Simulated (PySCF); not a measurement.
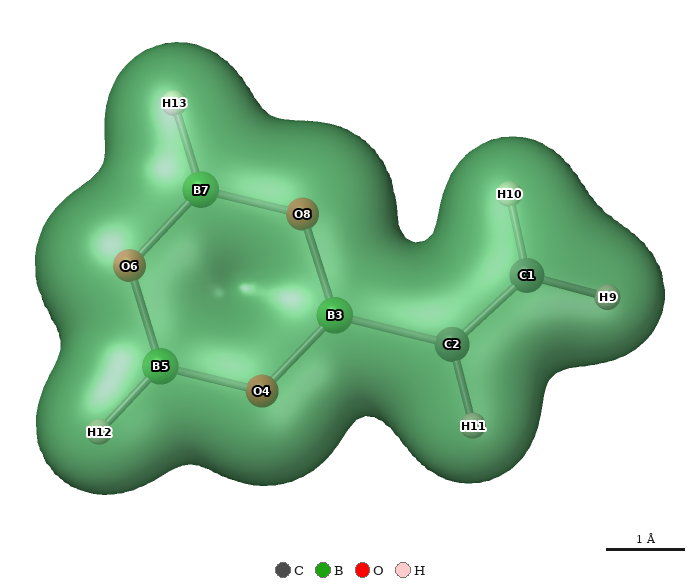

The picture shows: C₂H₅B₃O₃. Isosurface of the total electron density at 0.1 e/Å³ (green), seen across its widest extent.

Geometry: GFN2-xTB.

Level of theory: PBE0/pcSseg-1, SCF density, gas phase, non-relativistic in PySCF.

```
atom    x (Å)    y (Å)    z (Å)
   C   2.5685   0.4994   0.2519
   C   1.7044  -0.4389  -0.1204
   B   0.1514  -0.2524  -0.0915
   O  -0.6767  -1.2708  -0.4914
   B  -2.0231  -1.1150  -0.4692
   O  -2.5666   0.0593  -0.0470
   B  -1.7568   1.0779   0.3534
   O  -0.4108   0.9258   0.3318
   H   3.6370   0.3518   0.2247
   H   2.2236   1.4592   0.6002
   H   2.0887  -1.3914  -0.4644
   H  -2.7188  -1.9916  -0.8125
   H  -2.2252   2.0872   0.7168
```

Which contacts does the surface bridge?

At this value the surface is in one piece. It bridges the sampled C–C (1.33 Å), B–O (1.35 Å), C–B (1.56 Å) and C–H (1.08 Å) contacts, where the density stays above the isovalue. On the grid the lowest density along these lines, outside the cores, is 2.3 e/Å³ (C–C, 1.33 Å), 1.6 e/Å³ (B–O, 1.35 Å), 1.3 e/Å³ (C–B, 1.56 Å) and 1.9 e/Å³ (C–H, 1.08 Å).
